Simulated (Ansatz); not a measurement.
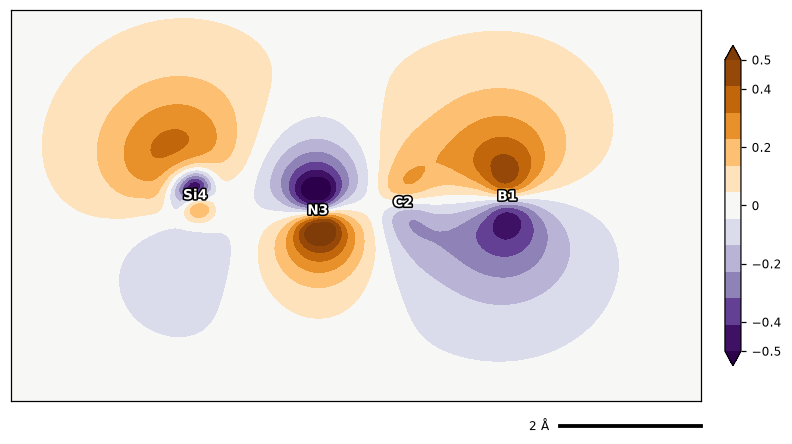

Figure 1: CH4BNSi. The LUMO on the plane of atoms C2, N3 and Si4 (values in Å⁻³ᐟ²; the overall sign is arbitrary).

These are results of RKS PBE/def2-SVP in Ansatz 0.2.0, not measurements.

Input

```
crystal:
  periodic: [false, false, false]
  atoms:
    - { symbol: B, position_ang: [-0.22393, 1.89832, -0.43545] }
    - { symbol: C, position_ang: [0.34336, 0.97401, 0.44038] }
    - { symbol: "N", position_ang: [0.41202, -0.39443, 0.60083] }
    - { symbol: Si, position_ang: [-0.14061, -1.73364, -0.10032] }
    - { symbol: H, position_ang: [-0.62991, 2.75619, -1.07947] }
    - { symbol: H, position_ang: [0.90724, 1.47436, 1.24139] }
    - { symbol: H, position_ang: [0.32462, -2.92643, 0.58473] }
    - { symbol: H, position_ang: [-0.99279, -2.04839, -1.25209] }
basis:
  gaussian: { orbitals: def2-SVP }
hamiltonian:
  xc: pbe
relax:
  f_tol: 0.02
  max_steps: 50
output:
  orbitals: {}
```

Run with:

```sh
ansatz run input.yaml --threads 1 --pin off --max-ram 2048MiB --backend cpu --events-out ev --progress --plain --runs-dir out
```

The fields are those of the run's last geometry, not of the input's.

### Where does this orbital lie, and at what energy?

It lies mainly on B1 (about 30 %), Si4 (about 30 %), N3 (about 15 %) and C2 (about 10 %). Its energy is −3.77 eV.
